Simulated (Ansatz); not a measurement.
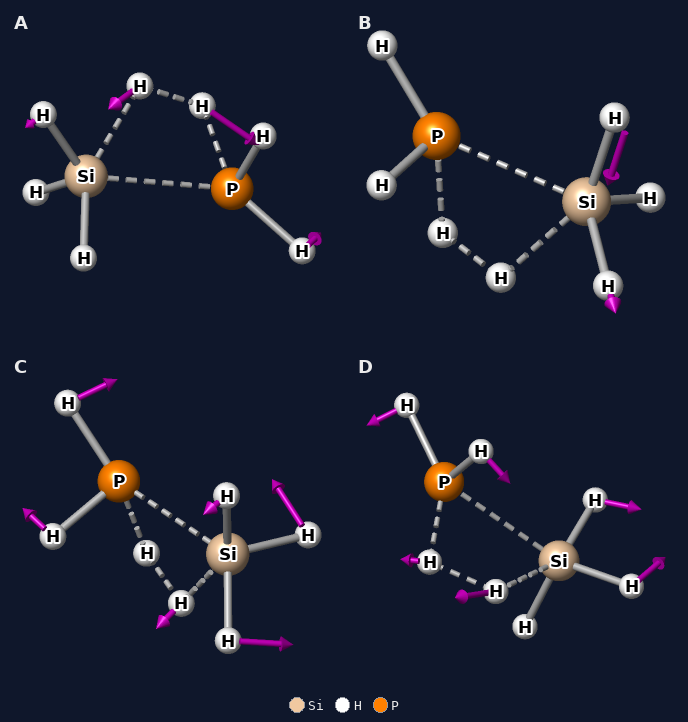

4 normal modes of one molecule or complex, as arrows. Broken sticks mark bonds that form or break. Harmonic vibrations computed with RKS PBE0-D4/def2-TZVP (Ansatz 0.2.0) at a stationary point of the same level. It is a saddle point of order 1.

Match the panels to the wavenumbers 1509i cm⁻¹, 272 cm⁻¹, 1071 cm⁻¹, 2127 cm⁻¹.

Answer. A: 1509i cm⁻¹
B: 2127 cm⁻¹
C: 272 cm⁻¹
D: 1071 cm⁻¹
